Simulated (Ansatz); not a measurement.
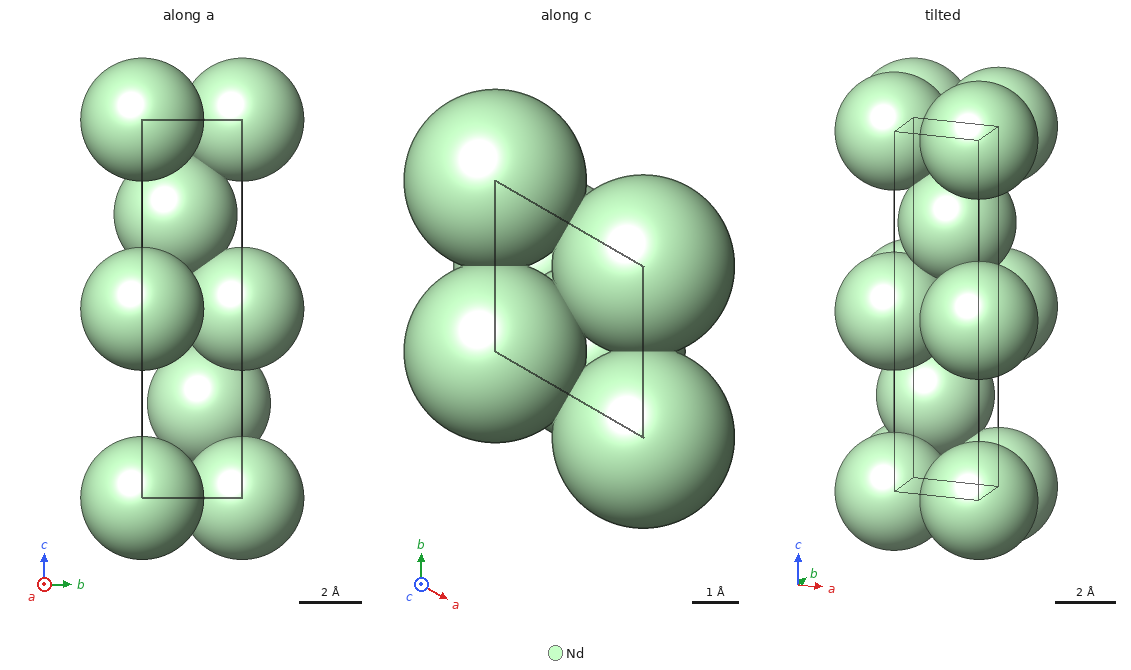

Space-filling drawing of the structure, looking along the a axis, along the c axis and slightly off an axis. The frame is the conventional unit cell; atoms at its boundary are shown with their periodic copies. Cell: a = 3.744 Å, b = 3.744 Å, c = 12.263 Å, α = 90.00°, β = 90.00°, γ = 120.00°.

- The element is neodymium.
- Its lattice is primitive hexagonal, its space group P6_3/mmc (No. 194).
- Its structure type: double hexagonal close-packed (α-La type).
- The cell holds four atoms.
- Around each Nd lie twelve Nd at about 3.7 Å.

The model was built from a structure type known for this element. Earlier steps of the study may have refined or changed the cell and positions. It was set up as input for a calculation with Ansatz.
